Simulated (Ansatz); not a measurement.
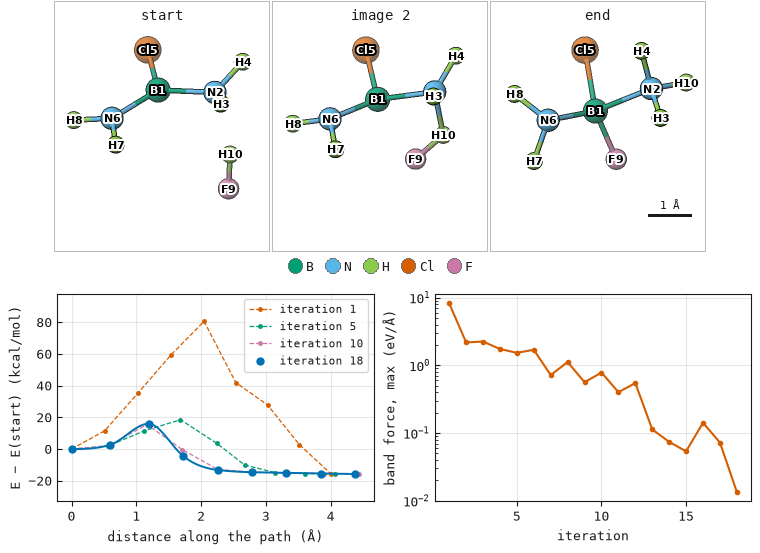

A nudged-elastic-band calculation for BN$_{2}$H$_{5}$ClF. Images are numbered from 0 (start) to 8 (end). The plot follows the band through its iterations. Style: ball-and-stick. Shown at a tilt.

The calculation used RKS PBE0-D4/def2-SVP (Ansatz 0.2.0). Set-up: 7 movable images; climbing image; force threshold 0.05 eV/Å; iteration limit 60; starting path through a guess of the saddle point.

How did the profile develop, and is the result final?

Answer. The result is final at these settings. The band converged in 18 iterations. The largest component of the band force went from 8.3 to 0.013 eV/Å. The climbing image converged on the top of the path. Its vibrational analysis gives one imaginary mode (922i cm⁻¹), as a transition state must have. The first iteration put the highest image at 80.6 kcal/mol. The highest point, image 2, lies 16.0 kcal/mol above the start and 31.7 kcal/mol above the end; the end is at −15.7 kcal/mol relative to the start.

Cost: 2.7 min on 2 threads of Intel(R) Xeon(R) 6975P-C (Granite Rapids), on a shared host, peak memory 0.23 GiB.
